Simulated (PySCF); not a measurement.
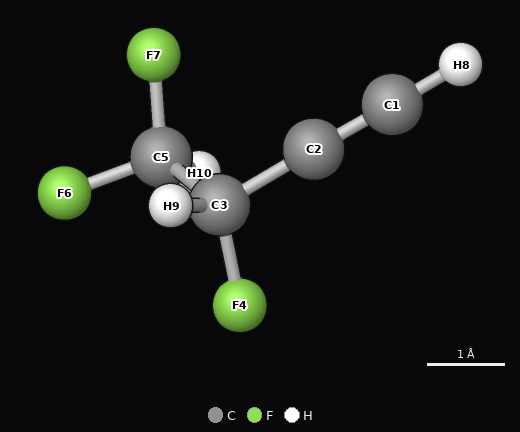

*The structure as given in the input (ball-and-stick view, seen at a tilt; atoms are numbered from 1 in the order of the input).*

## Run report: C4H3F3, excited-state calculation

The run: excited-state calculation of C4H3F3. Method and program: TDDFT CAM-B3LYP/def2-SVPD, vertical, gas phase, core orbitals frozen in the response (PySCF 2.14.0).

The geometry comes from this level: GFN2-xTB.

Input file:
```
{"job": {"kind": "uv", "xc": "CAM-B3LYP", "basis": "def2-SVPD", "nstates": 8, "ntriplets": 3}, "charge": 0, "multiplicity": 1}
C      2.090494     0.957138    -0.136464
C      1.167776     0.196264    -0.131002
C      0.042751    -0.720637    -0.164405
F      0.113846    -1.538797    -1.270559
C     -1.281928     0.061011    -0.245846
F     -2.329884    -0.748772     0.012808
F     -1.307896     1.032477     0.692148
H      2.903774     1.619916    -0.116496
H      0.038632    -1.373114     0.720335
H     -1.428683     0.519167    -1.235889
```

The first line tells a small driver script what to run in PySCF; the rest is the geometry in Å.

Hardware: 1 CPU thread, shared host.

Command:
```bash
OMP_NUM_THREADS=1 python <driver script> task.json out
```

Log:
```
coarse grid: 9464 points
cycle   1  E = -452.9987623482  dE =  1.075e+00  |g| = 8.576e-01  |ddm| = 8.676e+00
cycle   2  E = -452.9340107902  dE =  6.475e-02  |g| = 1.112e+00  |ddm| = 2.493e+00
cycle   3  E = -453.1362670718  dE = -2.023e-01  |g| = 9.445e-02  |ddm| = 1.187e+00
cycle   4  E = -453.1374916994  dE = -1.225e-03  |g| = 5.645e-02  |ddm| = 2.028e-01
cycle   5  E = -453.1381909295  dE = -6.992e-04  |g| = 1.661e-02  |ddm| = 1.506e-01
cycle   6  E = -453.1382510305  dE = -6.010e-05  |g| = 3.131e-03  |ddm| = 3.179e-02
cycle   7  E = -453.1382535061  dE = -2.476e-06  |g| = 7.196e-04  |ddm| = 1.020e-02
final grid: 95760 points
cycle   8  E = -453.2076653834  dE = -2.692e-05  |g| = 5.040e-03  |ddm| = 7.775e-02
cycle   9  E = -453.2076632451  dE =  2.138e-06  |g| = 6.411e-03  |ddm| = 1.073e-02
cycle  10  E = -453.2076695984  dE = -6.353e-06  |g| = 2.458e-04  |ddm| = 4.849e-03
cycle  11  E = -453.2076696033  dE = -4.899e-09  |g| = 2.104e-04  |ddm| = 9.456e-04
cycle  12  E = -453.2076696124  dE = -9.168e-09  |g| = 6.396e-05  |ddm| = 3.396e-04
cycle  13  E = -453.2076696134  dE = -1.005e-09  |g| = 1.147e-05  |ddm| = 1.266e-04
cycle  14  E = -453.2076696135  dE = -2.660e-11  |g| = 5.385e-06  |ddm| = 1.714e-05
```

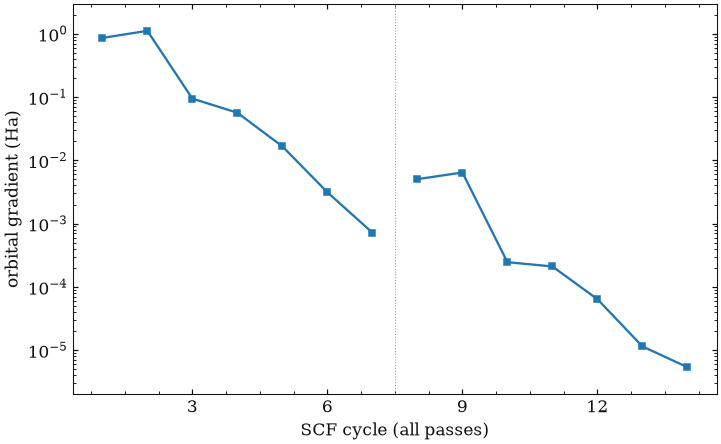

*Convergence of the self-consistent field: orbital gradient against the SCF cycle. The dotted line marks the change from a coarse to the final integration grid.*

The first 7 cycles use a coarse grid, the final grid takes over at cycle 8, and the field converges after 14 cycles in all.

```
converged SCF energy = -453.2076696135

Static polarisability (au): isotropic 48.618, principal 39.599 42.436 63.820

Singlet excitations
state   eV       nm        f      main configurations
  1   6.2493    198.4   0.00054   H->L 0.87
  2   6.7599    183.4   0.00256   H-1->L 0.51, H->L+1 0.20, H->L+2 0.19
  3   6.9906    177.4   0.00064   H-1->L+1 0.46, H-1->L+2 0.42
  4   8.3641    148.2   0.06834   H->L+1 0.52, H->L+2 0.33, H->L+3 0.09
  5   8.5961    144.2   0.07084   H-1->L+1 0.42, H-1->L+2 0.41, H-1->L+3 0.10
  6   8.8397    140.3   0.01820   H-2->L 0.73
  7   9.1161    136.0   0.23178   H->L+4 0.40, H->L+2 0.23, H-1->L 0.11
  8   9.3049    133.2   0.01917   H->L+3 0.70, H->L+5 0.08

Triplet excitations (Tamm-Dancoff, eV): 5.3115 5.7193 5.8818
```

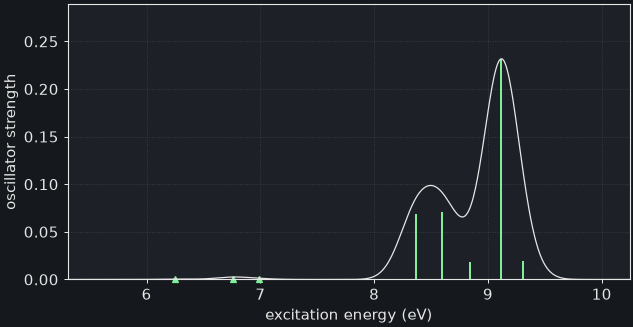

*Computed excitations as sticks (degenerate states added up, dark ones marked on the axis), with a Gaussian envelope of 0.35 eV full width at half maximum, scaled to the tallest.*

Of the 8 states the lowest lies at 6.25 eV (f = 0.001); the strongest line is at 9.12 eV, or 136 nm (f = 0.232).

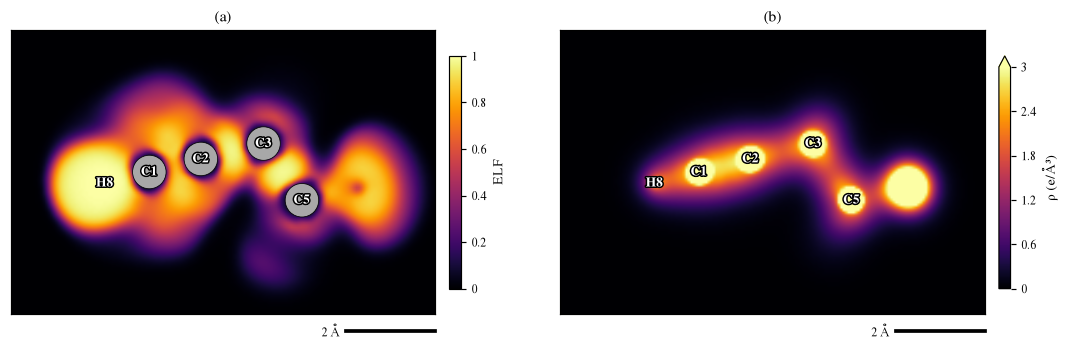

*(a) ELF; (b) total electron density on the plane of atoms C2, C3 and C5. Grey discs, where drawn, cover atomic cores.*

The plane passes through C and H nuclei.

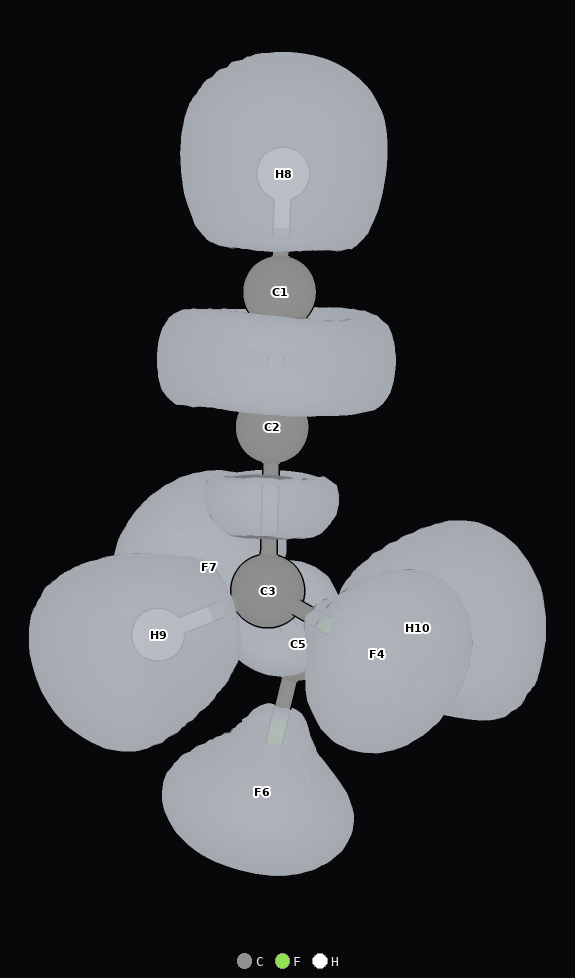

*Isosurface of the ELF at 0.75 (grey), seen at an oblique angle. Only the valence region is drawn (cores and ρ < 0.01 e/Å³ removed).*

Values along the shortest contacts: C–C (1.20 Å): the ELF peaks at about 0.80 between the atoms; a multiple bond by its length, whose ELF region spreads away from the axis. C–F (1.35 Å): the ELF peaks at about 0.85 between the atoms (a polar covalent bond).

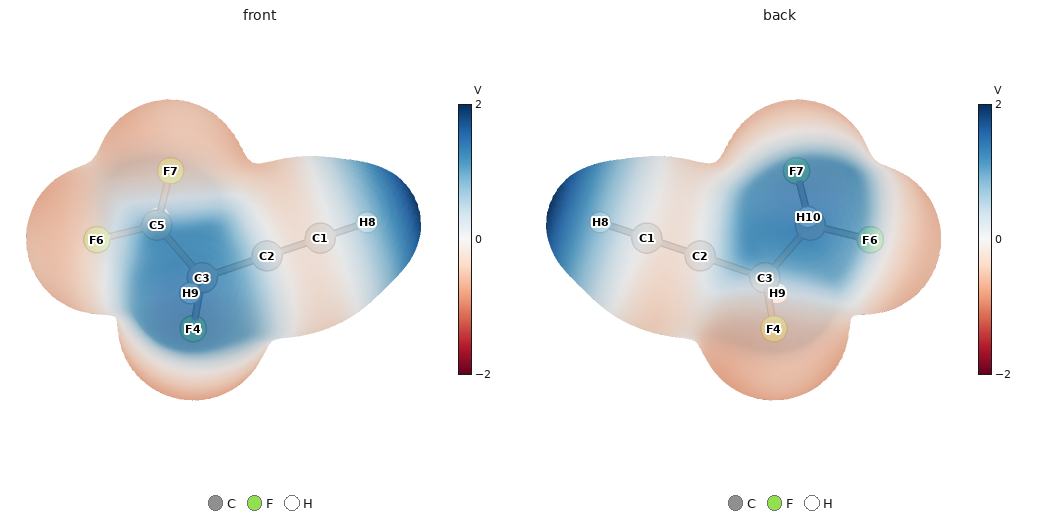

*The molecular electrostatic potential painted on the density surface at 0.002 e/bohr³, seen face on and from behind; red is negative and blue positive.*

Summary:

```json
{"quantity": "outcome", "value": "converged"}
{"quantity": "total energy", "value": "−453.207670 hartree"}
{"quantity": "HOMO", "value": "−10.11 eV"}
{"quantity": "LUMO", "value": "0.71 eV"}
{"quantity": "dipole moment", "value": "1.82 D"}
{"quantity": "mean polarisability", "value": "48.62 a.u."}
{"quantity": "lowest singlet excitation", "value": "6.25 eV"}
{"quantity": "wall time", "value": "47 s"}
{"quantity": "peak memory", "value": "0.74 GiB"}
```
